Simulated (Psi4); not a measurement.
**SiH3SO (SMILES O[SiH2][S]): UHF/CBS (density fitting, extrapolation scf/cc-pv[dtq]z)**

What is the vertical electron affinity of SiH3SO at UHF/CBS (density fitting, extrapolation scf/cc-pv[dtq]z)? Input form: a Python script.

The results are computed with Psi4 1.11.

2 further runs of the same task are left out: 2 set aside as unsound or not needed.

## 1. The structure to begin with

SiH3SO: 6 atoms, total charge 0, spin state doublet. SMILES: `O[SiH2][S]`. Geometry: relaxed at PBE0-D4/def2-TZVP. This is one conformer, not always the lowest.

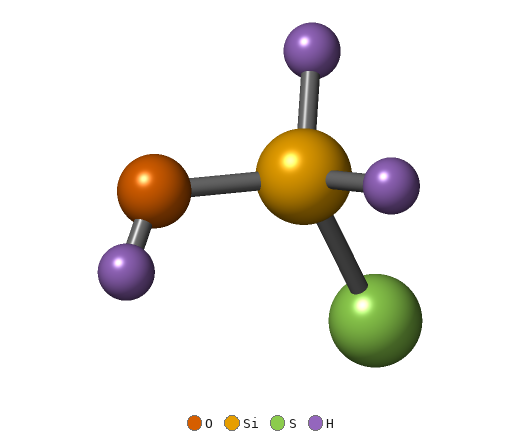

Viewed from a chosen angle; oxygen orange, silicon amber, sulfur green, hydrogen purple.

## 2. A single-point energy at UHF/CBS (density fitting, extrapolation scf/cc-pv[dtq]z)

run.py

```python
import psi4

psi4.set_memory(1600000000)
psi4.set_num_threads(1)
psi4.set_output_file('output.dat', False)

molecule = psi4.geometry("""
0 2
O     -0.506200    -1.252800     0.071600
Si     0.267300     0.188600     0.177600
S     -0.863300     1.879100    -0.400100
H     -0.970300    -1.452500    -0.743200
H      1.434000     0.278400    -0.746100
H      0.680600     0.295200     1.593900
""")

psi4.set_options({
    'reference': 'uhf',
    'scf_type': 'df',
    'freeze_core': True,
})

E, wfn = psi4.energy('scf/cc-pv[dtq]z', molecule=molecule, return_wfn=True)
print(f'scf/cc-pv[dtq]z energy: {E:.10f} Eh')
```

Command:

```bash
$ python run.py
```

output.dat:

```text
[...]
  Running in c1 symmetry.
[...]
  Nuclear repulsion =  143.416103855826407
[...]
  Multiplicity = 2
[...]
  Nalpha       = 21
  Nbeta        = 20
[...]
    Number of basis functions: 263
[...]
   @DF-UHF iter   1:  -763.07394161154571   -7.26106e-01   1.86776e-03 DIIS/ADIIS
[...]
   @DF-UHF iter  19:  -763.12091290990509   -9.65974e-09   3.16760e-07 DIIS
[...]
   @S^2 Observed:                7.584757487E-01
[...]
    Orbital Energies [Eh]
    ---------------------
    Alpha Occupied:
       1A    -91.970987     2A    -68.836930     3A    -20.572414
       4A     -8.975777     5A     -6.671087     6A     -6.653078
       7A     -6.650874     8A     -6.180946     9A     -4.288200
      10A     -4.287156    11A     -4.286431    12A     -1.356953
      13A     -0.981793    14A     -0.761204    15A     -0.642652
      16A     -0.568783    17A     -0.561337    18A     -0.503123
      19A     -0.456527    20A     -0.439642    21A     -0.401440
    Alpha Virtual:
      22A      0.156431    23A      0.177516    24A      0.207210
      25A      0.222698    26A      0.233903    27A      0.402631
[...]
  @DF-UHF Final Energy:  -763.12091290990509
   => Energetics <=
    Nuclear Repulsion Energy =            143.4161038558264067
    One-Electron Energy =               -1341.6575742609411463
    Two-Electron Energy =                 435.1205574952097095
    Total Energy =                       -763.1209129099050870
  UHF NO Occupations:
  HONO-2 :   19  A 1.9997589
  HONO-1 :   20  A 1.9963690
[...]
 Multipole Moments:
 ------------------------------------------------------------------------------------
     Multipole            Electronic (a.u.)      Nuclear  (a.u.)        Total (a.u.)
 ------------------------------------------------------------------------------------
 L = 1.  Multiply by 2.5417464519 to convert [e a0] to [Debye]
 Dipole X            :         -2.0027272            2.0354972            0.0327700
 Dipole Y            :          2.1345543           -2.3884804           -0.2539261
 Dipole Z            :         -0.7072402            0.3302123           -0.3770279
 Magnitude           :                                                    0.4557438
[...]
```

The script printed:

```text
scf/cc-pv[dtq]z energy: -763.2129028520 Eh
```

Wall time 21 s (1 thread of Intel Xeon 6975P-C (Granite Rapids), shared host); peak memory 0.65 GiB.

## 3. The singlet anion, same level

run.py

```python
import psi4

psi4.set_memory(1600000000)
psi4.set_num_threads(1)
psi4.set_output_file('psi4.out', False)

m = psi4.geometry("""
-1 1
O     -0.506200    -1.252800     0.071600
Si     0.267300     0.188600     0.177600
S     -0.863300     1.879100    -0.400100
H     -0.970300    -1.452500    -0.743200
H      1.434000     0.278400    -0.746100
H      0.680600     0.295200     1.593900
""")

psi4.set_options({
    'reference': 'uhf',
    'scf_type': 'df',
    'freeze_core': True,
})

e_tot = psi4.energy("scf/cc-pv[dtq]z")
print('E =', round(e_tot, 9))
```

Command:

```bash
$ python run.py
```

psi4.out:

```text
[...]
  Running in c1 symmetry.
[...]
  Nuclear repulsion =  143.416103855826407
[...]
  Multiplicity = 1
[...]
  Nalpha       = 21
  Nbeta        = 21
[...]
    Number of basis functions: 263
[...]
   @DF-UHF iter   1:  -763.11592329359735   -7.68088e-01   2.08566e-03 ADIIS/DIIS
[...]
   @DF-UHF iter   9:  -763.16507145294247   -1.01022e-08   2.28677e-07 DIIS
[...]
   @S^2 Observed:                6.039613254E-14
[...]
    Orbital Energies [Eh]
    ---------------------
    Alpha Occupied:
       1A    -91.643918     2A    -68.621301     3A    -20.385211
       4A     -8.645231     5A     -6.327481     6A     -6.325342
       7A     -6.325093     8A     -5.962481     9A     -4.070134
      10A     -4.068545    11A     -4.068324    12A     -1.172355
      13A     -0.649274    14A     -0.561304    15A     -0.432355
      16A     -0.380732    17A     -0.364156    18A     -0.284301
      19A     -0.178441    20A     -0.100025    21A     -0.093455
    Alpha Virtual:
      22A      0.337518    23A      0.378199    24A      0.391965
      25A      0.428704    26A      0.433502    27A      0.596037
[...]
  @DF-UHF Final Energy:  -763.16507145294247
   => Energetics <=
    Nuclear Repulsion Energy =            143.4161038558264067
    One-Electron Energy =               -1351.8434174451383569
    Two-Electron Energy =                 445.2622421363696503
    Total Energy =                       -763.1650714529423567
  UHF NO Occupations:
  HONO-2 :   19  A 2.0000000
  HONO-1 :   20  A 2.0000000
[...]
 Multipole Moments:
 ------------------------------------------------------------------------------------
     Multipole            Electronic (a.u.)      Nuclear  (a.u.)        Total (a.u.)
 ------------------------------------------------------------------------------------
 L = 1.  Multiply by 2.5417464519 to convert [e a0] to [Debye]
 Dipole X            :         -1.7098037            2.0354972            0.3256935
 Dipole Y            :          0.7001869           -2.3884804           -1.6882935
 Dipole Z            :         -0.4464587            0.3302123           -0.1162463
 Magnitude           :                                                    1.7233468
[...]
```

The script printed:

```text
E = -763.268744903
```

Run time: 13 s. Hardware: 1 thread of Intel Xeon 6975P-C (Granite Rapids), shared host; peak memory 0.66 GiB.

## 4. Summary of results

Level: UHF/CBS (density fitting, extrapolation scf/cc-pv[dtq]z).

| quantity | value |
| --- | --- |
| doublet SiH3SO: total energy | -763.21290 Eh |
| doublet SiH3SO: ⟨S²⟩ of the reference determinant | 0.758 |
| singlet anion: total energy | -763.26874 Eh |
| vertical electron affinity (to the singlet anion) | 1.520 eV |

At fixed nuclei the extra electron is bound by 1.52 eV (35 kcal/mol).
